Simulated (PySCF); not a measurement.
Molecule: SMILES [OH][Al]([SiH3])[Cl] (H4AlClOSi), singlet. Atoms near the plane z = 0.0 Å, at the PBE0/def2-SVP optimised geometry (x, y, z in Å): Al1 (-0.6, 0.1, 0.0), Cl2 (-1.8, -1.7, 0.0), O3 (-1.4, 1.6, 0.0), H4 (-2.4, 1.7, 0.0), Si5 (1.8, 0.1, 0.0), H8 (2.4, -1.3, 0.0).

Level of theory: PBE0/def2-TZVP run with PySCF. Cells within 0.4 Å of a nucleus heavier than hydrogen are left out (blank, or x). The values are rescaled to run from 0 to 1.

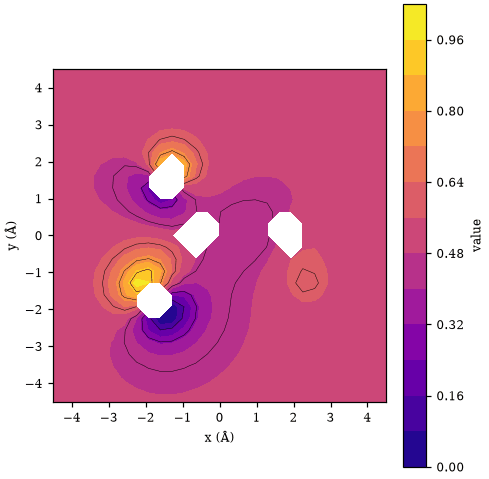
a field on the plane z = 0.0 Å.

Problem. Which quantity is mapped?
A) log10 of the electron density
B) an orbital amplitude
C) electron localisation function
D) electrostatic potential

Solution. B, an orbital amplitude. In full: HOMO−1 amplitude (bohr^(-3/2)).
